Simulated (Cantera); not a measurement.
Charge: 1 mol SiCl4, 0.97 mol C2H4, a varied amount of H2, held at 977 °C and 1.00 Torr.

Equilibrium computed with Cantera from the NASA thermochemical tables; the gas is ideal and each condensed phase is pure. Candidate condensed phases: C, C6H6, C7H8, C8H18, Si, SiC; 109 gas species. The tables' values for SiCl3 are old estimates; treat these amounts as uncertain. Rates play no part.

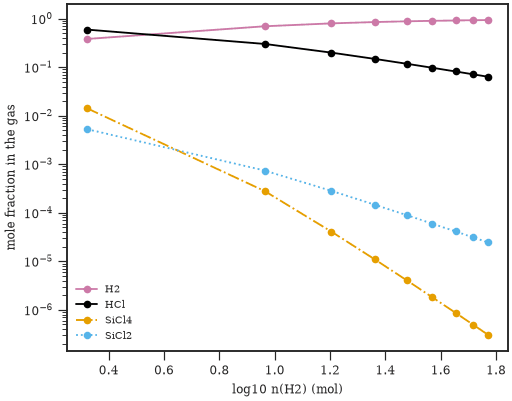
Figure: Equilibrium gas composition (values under 1e-9 drawn at 1e-9)

From 2.1 mol H2 to 59 mol H2 the condensed part is C(graphite) + SiC(s). The main Si-bearing gas is SiCl4 at 2.1 mol H2 and SiCl2 at 59 mol H2.
